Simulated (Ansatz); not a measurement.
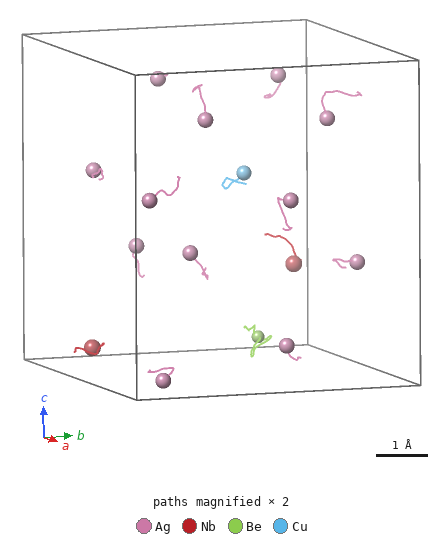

Molecular dynamics of an amorphous cell of composition BeNb₂CuAg₁₂ (16 atoms in the cell), 142 fs long. It starts from the last geometry of an earlier run, with fresh velocities. Lines trace each atom's path, in the colour of its element; spheres stand at the starting positions. The excursions are magnified 2 times. Seen slightly off an axis in the simulation cell.

Computed with Ansatz, DFT PBE, scalar-relativistic, plane waves, PAW. Settings: plane-wave cutoff 420 eV; k-point mesh 1 × 1 × 1; Fermi-Dirac smearing 0.0724 eV; volume 0.96 times that of the relaxed crystal; set temperature 840 K; time step 1.5 fs.

Q: What do the traces tell about the motion?

A: In the second half of the run the atoms are, in the root-mean-square, this far from where they began (common drift taken out): Cu 0.38 Å, Ag 0.30 Å, Nb 0.25 Å, Be 0.18 Å. The run lasts only 142 fs, too short to tell vibration from diffusion. The mean temperature in the second half is 907 K (standard deviation 237 K). The potential energy is still drifting at the end, so the run hasn't reached equilibrium. The potential energy in the second half lies on average 53.1 meV per atom below the first frame. The mean pressure there is 9.6 GPa.

Limits of the set-up: the k-point mesh is coarse for a cell with partly filled bands; the periodic images lie only 6.3 Å apart, so the values are limited by the cell's size.

The run took 3.2 min on 2 threads of Arm Neoverse V2, with other jobs on the host, peak memory 0.57 GiB.
